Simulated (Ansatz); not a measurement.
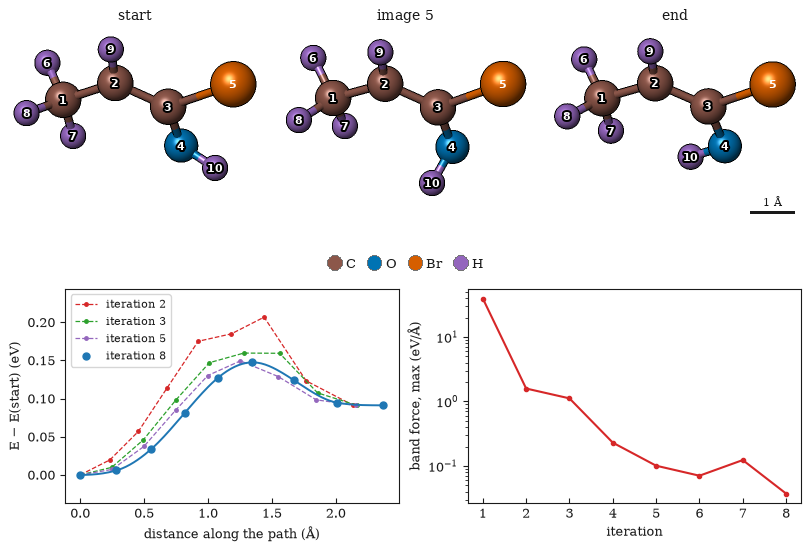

NEB run on C₃H₅BrO. Images are numbered from 0 (start) to 8 (end). The plot follows the band through its iterations. The picture is a ball-and-stick view, seen from a free direction.

These are results of Ansatz, RKS r2SCAN-D4/def2-SVP, not measurements. Run with 7 movable images; climbing image; force threshold 0.05 eV/Å; iteration limit 60; spring constant 0.1 eV/Å²; starting path through a guess of the saddle point.

Did the band converge, and can the barrier be trusted?

The run is converged, with reservations. The band converged in 8 iterations. The largest component of the band force went from 40 to 0.037 eV/Å. The climbing image converged on the top of the path. Its curvatures weren't checked. The spring constant is far from the usual few eV/Å², which spoils the spacing or the steps. The first iteration put the highest image at 3.996 eV. Forward barrier 0.148 eV, backward barrier 0.056 eV, with image 5 at the top; the reaction energy is +0.091 eV.

The run took 4.4 min on 2 threads of Arm Neoverse V1, with other jobs on the host, peak memory 0.18 GiB.
